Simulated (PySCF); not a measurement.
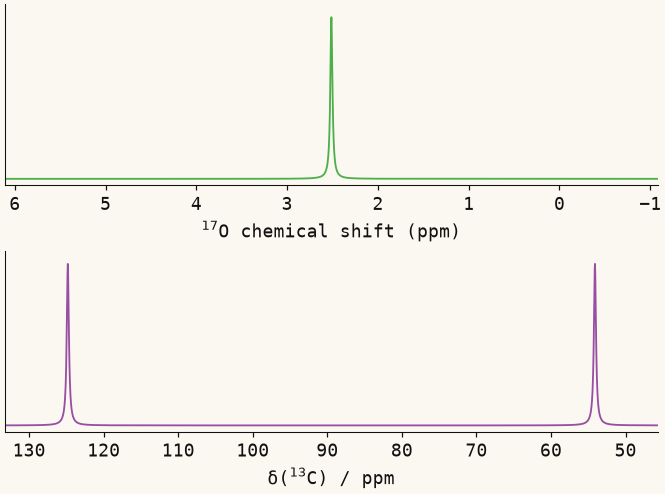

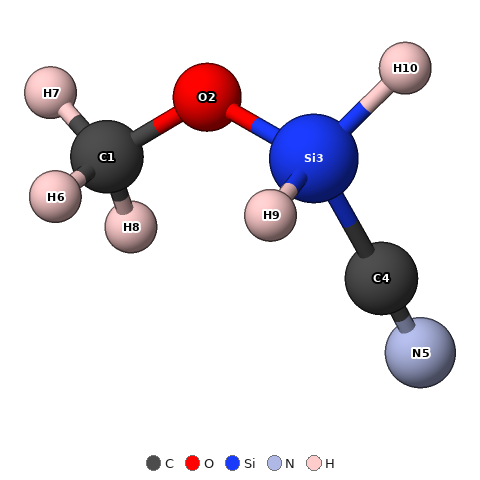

Spectrum and numbered structure of C₂H₅NOSi, SMILES CO[SiH2]C#N. GIAO shifts, PBE0/pcSseg-1 with PySCF 2.14.0, at a PBE0-D3(BJ)/def2-SVP geometry (no frequency check), against H₂O for ¹⁷O and TMS for ¹³C computed at the same level (¹⁷O: a single water molecule, while the usual scale starts at liquid water and gives values some tens of ppm lower). Gas phase, fully decoupled, line heights follow the number of nuclei, widths are arbitrary (no quadrupolar broadening); values of one conformer, averaged over methyl-type rotors and exact or near symmetry; other conformers aren't averaged in.

### Where does the ¹⁷O line lie?

At 2.5 ppm (O2).

### Assign the ¹³C signals to the numbered atoms.

```csv
δ (ppm),nuclei,atoms
124.8,1,C4
54.1,1,C1
```
